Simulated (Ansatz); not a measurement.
# Work function of Ca(110): what the settings cost and change

How thick a slab and how much vacuum does the work function of Ca(110) need?

Method: plane-wave DFT, PBE, Ansatz PAW, in Ansatz 0.2.0.

## (1) Set-up

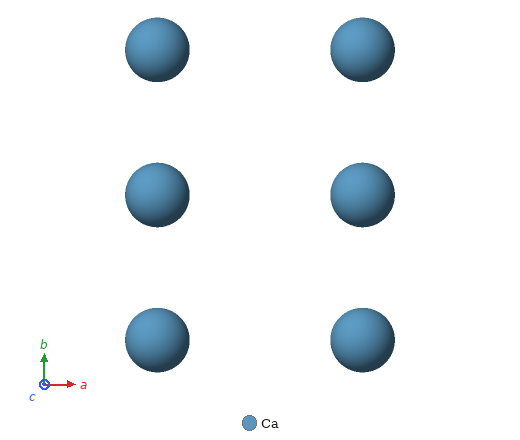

Start, viewed from above; calcium blue. 2×3×1 cells are drawn.

The cell holds 1 atom: 1 Ca. Cell: a = 5.580 Å, b = 3.946 Å, c = 18.000 Å, α = 90.0°, β = 90.0°, γ = 90.0°. Vacuum lies along c.

## (2) Slab, setting 1 layer

A work function rests on the faint tail of the density, so the SCF threshold is tight. The slab grows from one layer, at fixed mesh and 18 Å of vacuum; then the vacuum is varied on one slab.

input.yaml

```yaml
crystal:
  lattice:
    - [5.58, 0.0, 0.0]
    - [0.0, 3.945655839, 0.0]
    - [0.0, 0.0, 18.0]
  atoms:
    - { symbol: Ca, position: [0.5, 0.5, 0.5] }
kpoints:
  mp_grid: { grid: [8, 10, 1] }
hamiltonian:
  xc: pbe
scf:
  occupations: { method: fermi_dirac, width: 0.1 }
  convergence: { dr2_threshold: 1.0e-09 }
efield:
  axis: 3
  dipole_correction: true
  ramp_position: 0.97
  ramp_width: 0.06
output:
  write_potential: true
  write_density: true
  volumetric_format: npy
  elf: true
```

Command:

```bash
$ ansatz run input.yaml --threads 2 --pin off --max-ram 3072MiB --backend cpu --events-out ev --progress --plain --runs-dir out
```

Numbers of over 12 decimals in the logs are rounded to 6 here.

Log:

```text
Engine: ansatz 0.2.0, aarch64-unknown-linux-gnu
Pseudopotentials: kind: paw
Pseudopotential: Ca, paw, valence charge 10, recommended cutoff 420 eV (normal), Ca.paw.azcp
Functional definition: PBE
  parameter kappa = 0.804
  parameter beta = 0.066725
  exchange = pbe_x(kappa = kappa, mu = beta*pi^2/3)
  correlation = pbe_c(beta = beta)
Crystal: 1 atoms, lattice volume = 396.302 Å³
Basis set: ecut = 420 eV, 7771 PW (Γ)
Bands: 9, of which v1, the nominal top of the filled ones, is band 5 counted from 1 (4 counted from 0)
Symmetry: 4 space group operations
k-points: 30 of 80
Non-local potential: Ca, projectors of the file, l = 0: 3, l = 1: 2, l = 2: 2
PAW form: soft (Blöchl's): semilocal exchange-correlation on the pseudo side does not see the compensation charge
PAW one-centre angular grid: Ca, 110 points (default); XC on 64 Gauss nodes
Initial density: superposition of atomic densities (neutral atoms: chi_scale 0, normalization atom), corrected by the library's trained network
Initial wavefunctions: pseudopotential atomic-orbital guess
Functional: x = pbe(κ = 0.804, μ = 0.219515), c = pbe(β = 0.066725)
SCF iter   1: F=—  HF=-1815.456956 eV  |F-HF|=—  |Δ(HF+E_count)|=         —  Δρ=9.61e-4  dr2=1.59e-2  ethr=1.77e-3  p=0.000 e·Å  D=4.20e-16 V/Å  ΔV_dip=-0.00 eV  dr2_dipole=2.48e-12  V_vac-E_F(+/−)=2.63/2.63 eV  ⟨swp⟩=9.9  Hψ=2844  notcnv=0
efield: sawtooth ramp at fractional position 0.9700 (set: `efield.ramp_position`, or a place that a band, a saddle search or an elastic batch's reference lends), width 0.0600; the density the first Hamiltonian is built on has a dipole p = 0.000 e·Å; the dipole correction subtracts the counter field D = 4.20e-16 V/Å, which shifts the + side's vacuum level by -0.00 eV against the − side's; the planar-averaged density in the ramp window peaks in size at 4.6e-6 e/Å³
preconditioner: auto → LDOS  [metal: Δε(μ)=0.009 eV  Ē_g=2.007 eV  σ=0.100 eV  W_gap=0.02  n_scr=18 (ndim 8)  ℏωp=2.6 eV  f_vac=0.675  D(μ)=1.78/eV (n_scr^D=4)  β→1.0]
SCF iter   2: F=—  HF=-1815.459254 eV  |F-HF|=—  |Δ(HF+E_count)|=   2.30e-3  Δρ=5.58e-4  dr2=3.48e-3  ethr=1.59e-4  p=0.000 e·Å  D=1.30e-7 V/Å  ΔV_dip=-0.00 eV  dr2_dipole=3.75e-11  V_vac-E_F(+/−)=2.67/2.67 eV  ⟨swp⟩=1.7  Hψ=557  notcnv=0
SCF iter   3: F=—  HF=-1815.461329 eV  |F-HF|=—  |Δ(HF+E_count)|=   2.08e-3  Δρ=2.14e-4  dr2=5.74e-4  ethr=3.48e-5  p=-0.000 e·Å  D=-8.60e-7 V/Å  ΔV_dip=0.00 eV  dr2_dipole=1.37e-10  V_vac-E_F(+/−)=2.65/2.65 eV  ⟨swp⟩=1.9  Hψ=302  notcnv=0
SCF iter   4: F=—  HF=-1815.461689 eV  |F-HF|=—  |Δ(HF+E_count)|=   3.59e-4  Δρ=5.99e-5  dr2=1.39e-5  ethr=5.74e-6  p=0.000 e·Å  D=1.23e-6 V/Å  ΔV_dip=-0.00 eV  dr2_dipole=2.26e-10  V_vac-E_F(+/−)=2.64/2.64 eV  ⟨swp⟩=2.2  Hψ=384  notcnv=0
SCF iter   5: F=—  HF=-1815.461706 eV  |F-HF|=—  |Δ(HF+E_count)|=   1.70e-5  Δρ=2.38e-5  dr2=2.71e-6  ethr=1.39e-7  p=-0.000 e·Å  D=-1.04e-6 V/Å  ΔV_dip=0.00 eV  dr2_dipole=2.43e-10  V_vac-E_F(+/−)=2.63/2.63 eV  ⟨swp⟩=2.1  Hψ=472  notcnv=0
SCF iter   6: F=—  HF=-1815.461709 eV  |F-HF|=—  |Δ(HF+E_count)|=   3.45e-6  Δρ=5.34e-6  dr2=1.51e-7  ethr=2.71e-8  p=0.000 e·Å  D=1.03e-6 V/Å  ΔV_dip=-0.00 eV  dr2_dipole=1.87e-10  V_vac-E_F(+/−)=2.63/2.63 eV  ⟨swp⟩=2.5  Hψ=509  notcnv=0
SCF iter   7: F=—  HF=-1815.461689 eV  |F-HF|=—  |Δ(HF+E_count)|=   1.99e-5  Δρ=1.27e-6  dr2=1.50e-8  ethr=1.51e-9  p=-0.000 e·Å  D=-1.24e-6 V/Å  ΔV_dip=0.00 eV  dr2_dipole=2.93e-10  V_vac-E_F(+/−)=2.63/2.63 eV  ⟨swp⟩=3.0  Hψ=555  notcnv=0
SCF iter   8: F=—  HF=-1815.461689 eV  |F-HF|=—  |Δ(HF+E_count)|=   8.51e-9  Δρ=5.93e-7  dr2=2.77e-9  ethr=1.50e-10  p=0.000 e·Å  D=1.10e-6 V/Å  ΔV_dip=-0.00 eV  dr2_dipole=2.31e-10  V_vac-E_F(+/−)=2.63/2.63 eV  ⟨swp⟩=2.6  Hψ=465  notcnv=0
SCF iter   9: F=-1815.461689 eV  HF=-1815.461689 eV  |F-HF|=2.25e-10  |Δ(HF+E_count)|=  5.41e-11  Δρ=2.05e-7  dr2=3.52e-10  ethr=1.00e-11  p=-0.000 e·Å  D=-2.65e-7 V/Å  ΔV_dip=0.00 eV  dr2_dipole=1.14e-11  V_vac-E_F(+/−)=2.63/2.63 eV  ⟨swp⟩=2.3  Hψ=640  notcnv=0
SCF 1 converged in 9 iterations: F = -1815.461689 eV  dr2 = 3.52e-10
  greatest PAW one-centre occupation: 0.996 electrons in one spin orbital (limit 2), on the Ca atom at site 0 (counted from 0), in its partial waves of l = 0
WARN: The output density's exchange-correlation potential varies sharply where the density is thin. Do not read a vacuum level from v_tot or v_xc, or from such a field of the output density. On a cell that repeats whose density bears no net charge and no dipole along the vacuum's axis use v_es (v_loc + v_h of the components); under efield.dipole_correction with no amplitude use v_es + v_field, which holds any externa [...]
SCF converged after 9 iterations
Free energy (F): -1815.461689 eV
Harris-Foulkes:  -1815.461689 eV  (|F-HF|=2.25e-10)
Internal energy: -1815.395399 eV  (E = F + TS)
E sigma→0 (E₀):  -1815.428544 eV
Entropy (-TS):   -0.066290 eV (-66.290 meV/atom)
Fermi energy:    -1.662999 eV
Dipole field:    D = 0.000003 V/Å  (p = 0.000006 e·Å, saw-weighted, corrected)
Work function:   Φ+ = 2.6345 eV   Φ− = 2.6346 eV
Levels:          The Fermi level and band energies are counted from a zero that moves with the ramp; work functions are not
--- Per-component energies (eV) ---
  E_band       = -256.035849
  E_kinetic    = 271.702401
  E_local      = -2017.207523  (includes V_loc(G=0)·N_el)
  E_nonlocal   = 63.564526
  E_hartree    = 828.272811
  E_xc         = -133.591006
  E_vxc        = -166.298733  (∫ρ·V_xc dr)
  E_paw        = -858.070823  (= ΣΔE_a)
  E_vpaw       = -64.342421  (= ΣTr[D̂ρ^β])
  E_aug_tail   = -0.000006  (compensation charges beyond the density's cutoff)
  E_efield     = 0.000000  (sawtooth field / dipole correction)
  E_vefield    = 0.000000  (∫n·V_field dr)
  E_ewald      = 29.934221
  E_smearing   = -0.066290  (= −TS)
  E_closure    = -0.000000  (closes the sum)
  Σ components = -1815.461689   (vs F -1815.461689, Δ=0.00e0)
--- Band table (eV; the first three rows and the last of 30) ---
  k-point 0: bands = ["-45.5923", "-26.6139", "-26.5374", "-26.4028", "-4.0023", "-1.3150", "-1.2890", "-0.9549", "-0.5767"]
  k-point 1: bands = ["-45.5920", "-26.6134", "-26.5369", "-26.4084", "-3.8855", "-1.2864", "-1.2218", "-0.9149", "-0.5540"]
  k-point 2: bands = ["-45.5911", "-26.6121", "-26.5356", "-26.4230", "-3.5434", "-1.2360", "-1.0493", "-0.8071", "-0.4935"]
  k-point 29: bands = ["-45.5888", "-26.6086", "-26.5327", "-26.4609", "-1.4073", "-1.1989", "-0.9046", "-0.9036", "-0.5151"]
```

Elapsed: 18 s, on 2 threads of Arm Neoverse N1, shared host; peak memory 0.49 GiB; 32 s of CPU time.

Reading the cycles: dr2 is the Hartree energy of the density residual (eV), the measure of convergence; HF is the Harris–Foulkes estimate of the energy, which meets the free energy F at convergence.

This step gave:

```yaml
energy_at_zero_smearing: -1815.4285 eV
work_function_upper_face: 2.635 eV
```

Running mean over 1.973 Å of the planar mean; the ramp of the sawtooth is left out. Table of electron's electrostatic potential energy less the Fermi level by z:

| z (Å) | electron's electrostatic potential energy less the Fermi level (eV) |
| --- | --- |
| 3 | 2.63 |
| 4 | 2.63 |
| 5 | 2.62 |
| 6 | 2.53 |
| 7 | 1.97 |
| 8 | -0.655 |
| 9 | -2.85 |
| 10 | -0.655 |
| 11 | 1.97 |
| 12 | 2.53 |
| 13 | 2.62 |
| 14 | 2.63 |
| 15 | 2.63 |

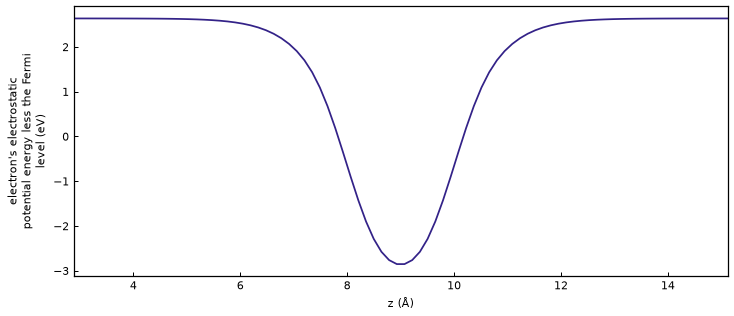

Electron's electrostatic potential energy less the Fermi level, plotted against z.

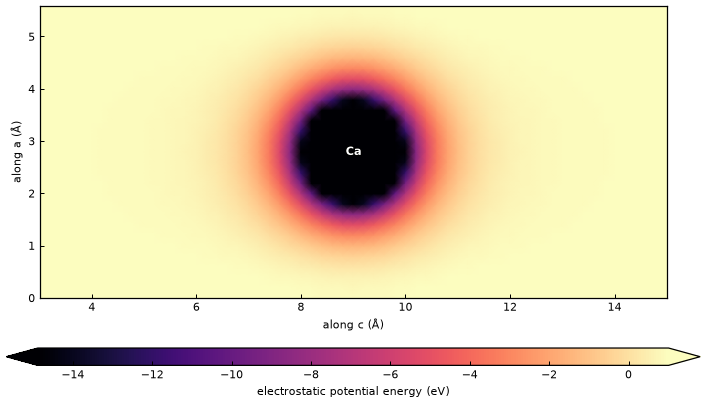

Electrostatic potential energy in the ca plane at fractional y = 0.500, with atoms of Ca within 0.2 Å of it. With pseudopotentials it is smooth inside the atoms' cores, unlike the true potential. The far vacuum is left out of the map.

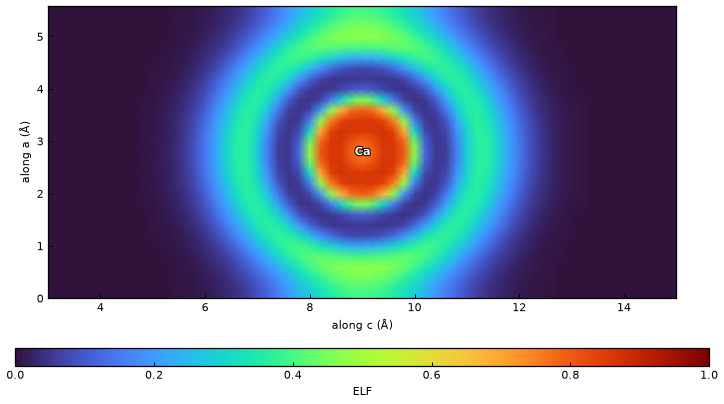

ELF in the ca plane at fractional y = 0.500, with atoms of Ca within 0.2 Å of it. It is the smooth field of the valence electrons, not physical close to the nuclei. The far vacuum is left out of the map.

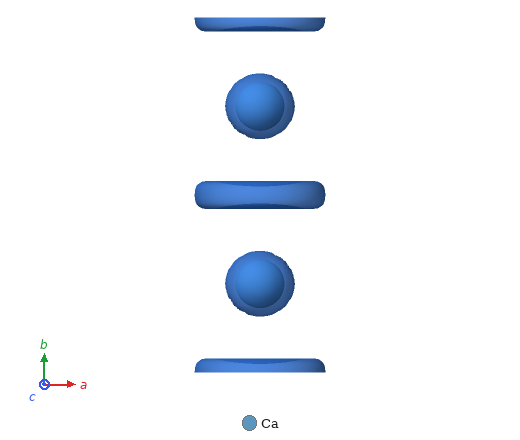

Surface of ELF = 0.81. 1×2×1 cells are drawn.

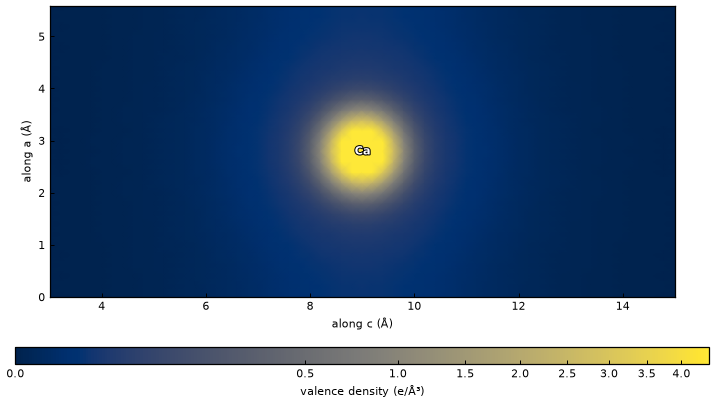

Valence density in the ca plane at fractional y = 0.500, with atoms of Ca within 0.2 Å of it. It is the smooth field of the valence electrons, not physical close to the nuclei. The colour scale is stretched toward low values. The far vacuum is left out of the map.

The work function is 2.635 eV.

## (3) Slab, 2 atoms

System of this step: Ca(110). The cell holds 2 atoms: 2 Ca. Cell: a = 5.580 Å, b = 3.946 Å, c = 19.973 Å, α = 90.0°, β = 90.0°, γ = 90.0°. Vacuum lies along c.

input.yaml, the sections that differ from step 2:

```yaml
crystal:
  lattice:
    - [5.58, 0.0, 0.0]
    - [0.0, 3.945655839, 0.0]
    - [0.0, 0.0, 19.9728279195]
  atoms:
    - { symbol: Ca, position: [0.5, 0.5, 0.4506122036] }
    - { symbol: Ca, position: [0.0, 0.0, 0.5493877964] }
output:
  write_potential: true
  write_density: true
  volumetric_format: npy
# kpoints, hamiltonian, scf, efield: as in step 2
```

Log:

```text
[...]
Crystal: 2 atoms, lattice volume = 439.737 Å³
Basis set: ecut = 420 eV, 8613 PW (Γ)
Bands: 14, of which v1, the nominal top of the filled ones, is band 10 counted from 1 (9 counted from 0)
Symmetry: 4 space group operations
k-points: 30 of 80
[...]
k-point 1: bands = [... 6 lower, -24.9942, -24.9740, -4.0909, -1.9885, -0.9117, -0.2993, -0.2752, -0.0687, ... 4 higher]
  k-point 2: bands = [... 6 lower, -25.0075, -24.9905, -3.7641, -1.7053, -0.7986, -0.3563, -0.2444, 0.0418, ... 4 higher]
  k-point 29: bands = [... 6 lower, -25.0196, -25.0196, -1.2461, -1.2461, -0.9185, -0.9185, -0.1578, -0.1578, ... 4 higher]
[key lines of the parts left out:]
SCF converged after 8 iterations
Free energy (F): -3632.277492 eV
Fermi energy:    -1.192886 eV
Dipole field:    D = 0.000003 V/Å  (p = 0.000007 e·Å, saw-weighted, corrected)
Work function:   Φ+ = 2.8208 eV   Φ− = 2.8209 eV
```

Elapsed: 37 s, on 2 threads; peak memory 0.62 GiB; 64 s of CPU time.

The work function is 2.821 eV, +0.186 eV from the run “1 layer”, at 2.0 times its CPU time.

## (4) Slab, 3 atoms

System of this step: Ca(110). The cell holds 3 atoms: 3 Ca. Cell: a = 5.580 Å, b = 3.946 Å, c = 21.946 Å, α = 90.0°, β = 90.0°, γ = 90.0°. Vacuum lies along c.

input.yaml, the sections that differ from step 3:

```yaml
crystal:
  lattice:
    - [5.58, 0.0, 0.0]
    - [0.0, 3.945655839, 0.0]
    - [0.0, 0.0, 21.945655839]
  atoms:
    - { symbol: Ca, position: [0.0, 0.0, 0.4101039434] }
    - { symbol: Ca, position: [0.5, 0.5, 0.5] }
    - { symbol: Ca, position: [0.0, 0.0, 0.5898960566] }
# kpoints, hamiltonian, scf, efield, output: as in step 3
```

Log:

```text
[...]
Crystal: 3 atoms, lattice volume = 483.172 Å³
Basis set: ecut = 420 eV, 9467 PW (Γ)
Bands: 19, of which v1, the nominal top of the filled ones, is band 15 counted from 1 (14 counted from 0)
Symmetry: 4 space group operations
k-points: 30 of 80
[...]
k-point 0: bands = [... 11 lower, -23.7525, -4.0492, -2.5098, -0.9276, -0.6436, 0.0995, 0.3150, 0.3228]
  k-point 1: bands = [... 11 lower, -23.7587, -3.9392, -2.4046, -0.8451, -0.5819, 0.0730, 0.3347, 0.3370]
  k-point 2: bands = [... 11 lower, -23.7748, -3.6167, -2.1008, -0.6463, -0.4217, 0.0099, 0.3423, 0.3556]
  k-point 29: bands = [... 11 lower, -23.7945, -1.2056, -0.9148, -0.7940, -0.5434, -0.0403, 0.1571, 0.1675]
[key lines of the parts left out:]
SCF converged after 9 iterations
Free energy (F): -5449.173062 eV
Fermi energy:    -0.640397 eV
Dipole field:    D = -0.000000 V/Å  (p = -0.000001 e·Å, saw-weighted, corrected)
Work function:   Φ+ = 2.8036 eV   Φ− = 2.8035 eV
```

Wall time 40 s (2 threads); peak memory 0.66 GiB; 69 s of CPU time.

The work function is 2.804 eV, -0.017 eV from the run “2 layers”, at 1.1 times its CPU time.

## (5) Slab, 4 atoms

System of this step: Ca(110). The cell holds 4 atoms: 4 Ca. Its edges and angles: a = 5.580 Å, b = 3.946 Å, c = 23.918 Å, α = 90.0°, β = 90.0°, γ = 90.0°. Vacuum lies along c.

input.yaml, the sections that differ from step 4:

```yaml
crystal:
  lattice:
    - [5.58, 0.0, 0.0]
    - [0.0, 3.945655839, 0.0]
    - [0.0, 0.0, 23.9184837585]
  atoms:
    - { symbol: Ca, position: [0.5, 0.5, 0.3762780321] }
    - { symbol: Ca, position: [0.0, 0.0, 0.458759344] }
    - { symbol: Ca, position: [0.5, 0.5, 0.541240656] }
    - { symbol: Ca, position: [0.0, 0.0, 0.6237219679] }
# kpoints, hamiltonian, scf, efield, output: as in step 4
```

Log:

```text
[...]
Crystal: 4 atoms, lattice volume = 526.608 Å³
Basis set: ecut = 420 eV, 10349 PW (Γ)
Bands: 24, of which v1, the nominal top of the filled ones, is band 20 counted from 1 (19 counted from 0)
Symmetry: 4 space group operations
k-points: 30 of 80
[...]
k-point 1: bands = [... 16 lower, -3.6670, -2.5976, -1.1783, -0.2416, -0.0386, 0.4376, 0.5420, 0.7385, ... 4 higher]
  k-point 2: bands = [... 16 lower, -3.3442, -2.2898, -0.9148, -0.0838, 0.1328, 0.4837, 0.5017, 0.6494, ... 4 higher]
  k-point 29: bands = [... 16 lower, -0.7944, -0.7944, -0.3201, -0.3201, 0.1524, 0.1524, 0.1926, 0.1926, ... 4 higher]
[key lines of the parts left out:]
SCF converged after 9 iterations
Free energy (F): -7266.057940 eV
Fermi energy:    -0.175223 eV
Dipole field:    D = 0.000003 V/Å  (p = 0.000010 e·Å, saw-weighted, corrected)
Work function:   Φ+ = 2.7662 eV   Φ− = 2.7662 eV
```

Run time: 65 s. Hardware: 2 threads; peak memory 0.82 GiB.

The work function is 2.766 eV, -0.037 eV from the run “3 layers”, at 1.7 times its CPU time.

## (6) Slab, 5 atoms

System of this step: Ca(110). The cell holds 5 atoms: 5 Ca. Cell: a = 5.580 Å, b = 3.946 Å, c = 25.891 Å, α = 90.0°, β = 90.0°, γ = 90.0°. Vacuum lies along c.

input.yaml, the sections that differ from step 5:

```yaml
crystal:
  lattice:
    - [5.58, 0.0, 0.0]
    - [0.0, 3.945655839, 0.0]
    - [0.0, 0.0, 25.891311678]
  atoms:
    - { symbol: Ca, position: [0.0, 0.0, 0.3476069545] }
    - { symbol: Ca, position: [0.5, 0.5, 0.4238034772] }
    - { symbol: Ca, position: [0.0, 0.0, 0.5] }
    - { symbol: Ca, position: [0.5, 0.5, 0.5761965228] }
    - { symbol: Ca, position: [0.0, 0.0, 0.6523930455] }
# kpoints, hamiltonian, scf, efield, output: as in step 5
```

Log:

```text
[...]
Crystal: 5 atoms, lattice volume = 570.043 Å³
Basis set: ecut = 420 eV, 11193 PW (Γ)
Bands: 30, of which v1, the nominal top of the filled ones, is band 25 counted from 1 (24 counted from 0)
Symmetry: 4 space group operations
k-points: 30 of 80
[...]
k-point 1: bands = [... 21 lower, -2.6477, -1.4977, -0.3288, 0.0308, 0.5047, 0.5530, 0.9224, 0.9395, ... 6 higher]
  k-point 2: bands = [... 21 lower, -2.3369, -1.2132, -0.1120, 0.2183, 0.6087, 0.6555, 0.8646, 0.8680, ... 6 higher]
  k-point 29: bands = [... 21 lower, -0.4845, -0.0204, 0.0425, 0.0778, 0.1426, 0.2754, 0.4162, 0.7657, ... 6 higher]
[key lines of the parts left out:]
SCF converged after 10 iterations
Free energy (F): -9082.931023 eV
Fermi energy:    0.168046 eV
Dipole field:    D = 0.000000 V/Å  (p = 0.000000 e·Å, saw-weighted, corrected)
Work function:   Φ+ = 2.8209 eV   Φ− = 2.8209 eV
```

Run time: 95 s. Hardware: 2 threads; peak memory 0.98 GiB; 2.8 min of CPU time.

The work function is 2.821 eV, +0.055 eV from the run “4 layers”, at 1.5 times its CPU time.

## (7) Run, 6 atoms

System of this step: Ca(110). The cell holds 6 atoms: 6 Ca. Its edges and angles: a = 5.580 Å, b = 3.946 Å, c = 27.864 Å, α = 90.0°, β = 90.0°, γ = 90.0°. Vacuum lies along c.

input.yaml, the sections that differ from step 6:

```yaml
crystal:
  lattice:
    - [5.58, 0.0, 0.0]
    - [0.0, 3.945655839, 0.0]
    - [0.0, 0.0, 27.8641395976]
  atoms:
    - { symbol: Ca, position: [0.5, 0.5, 0.3229957978] }
    - { symbol: Ca, position: [0.0, 0.0, 0.3937974787] }
    - { symbol: Ca, position: [0.5, 0.5, 0.4645991596] }
    - { symbol: Ca, position: [0.0, 0.0, 0.5354008404] }
    - { symbol: Ca, position: [0.5, 0.5, 0.6062025213] }
    - { symbol: Ca, position: [0.0, 0.0, 0.6770042022] }
# kpoints, hamiltonian, scf, efield, output: as in step 6
```

Log:

```text
[...]
Crystal: 6 atoms, lattice volume = 613.478 Å³
Basis set: ecut = 420 eV, 12035 PW (Γ)
Bands: 36, of which v1, the nominal top of the filled ones, is band 30 counted from 1 (29 counted from 0)
Symmetry: 4 space group operations
k-points: 30 of 80
[...]
k-point 0: bands = [... 26 lower, -1.7683, -0.7012, 0.2313, 0.2584, 0.6706, 0.8894, 1.2555, 1.3066, ... 8 higher]
  k-point 1: bands = [... 26 lower, -1.6666, -0.6092, 0.3112, 0.3272, 0.7326, 0.9272, 1.2282, 1.2797, ... 8 higher]
  k-point 2: bands = [... 26 lower, -1.3728, -0.3531, 0.4922, 0.5142, 0.8800, 0.9837, 1.1643, 1.2220, ... 8 higher]
  k-point 29: bands = [... 26 lower, 0.2818, 0.2818, 0.3208, 0.3208, 0.4619, 0.4619, 0.8962, 0.8962, ... 8 higher]
[key lines of the parts left out:]
SCF converged after 10 iterations
Free energy (F): -10899.801926 eV
Fermi energy:    0.495699 eV
Dipole field:    D = 0.000000 V/Å  (p = 0.000000 e·Å, saw-weighted, corrected)
Work function:   Φ+ = 2.8150 eV   Φ− = 2.8150 eV
```

Elapsed: 2.1 min, on 2 threads; peak memory 1.1 GiB.

The work function is 2.815 eV, -0.006 eV from the run “5 layers”, at 1.3 times its CPU time.

(Continued in part 2 of 2.)

[Logs are printed without paths, hosts, clocks, repeated set-up lines and the standing remarks that a program may print on its own settings, such as how far it seeks lower states.]

[Hosts, paths, dates, database ids (printed as entryN), source tags and the programs' standing remarks are cut or masked in the printed files.]

[Maps of the electrostatic potential energy from Ansatz leave out the sawtooth potential of an applied field or a dipole correction, so their vacuum need not be flat; planar profiles and work functions include it.]
